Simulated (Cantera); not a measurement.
Feed: 1 mol MgO, 1 mol Cl₂, 0.34 mol N₂, at 0.340 bar.

Method: chemical equilibrium by Gibbs-energy minimisation in Cantera with the NASA 1993 tables (ideal gas, pure condensed phases). Candidate condensed phases: Mg, MgCl₂, MgO; 18 gas species. Mutual solubility and eutectic melting of coexisting phases are not modelled. Rates play no part.

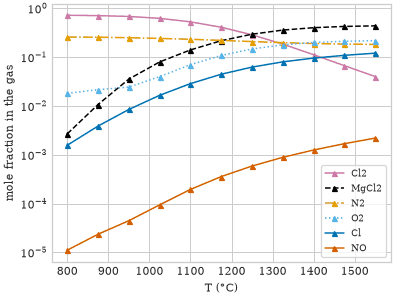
Figure: Equilibrium gas composition (values under 1e-9 drawn at 1e-9)

### Question
Read off the mole fractions at 1250 °C.

### Answer
MgCl₂ about 0.29, Cl₂ about 0.29, N₂ about 0.21, O₂ about 0.15, Cl about 0.063, NO about 0.00059.
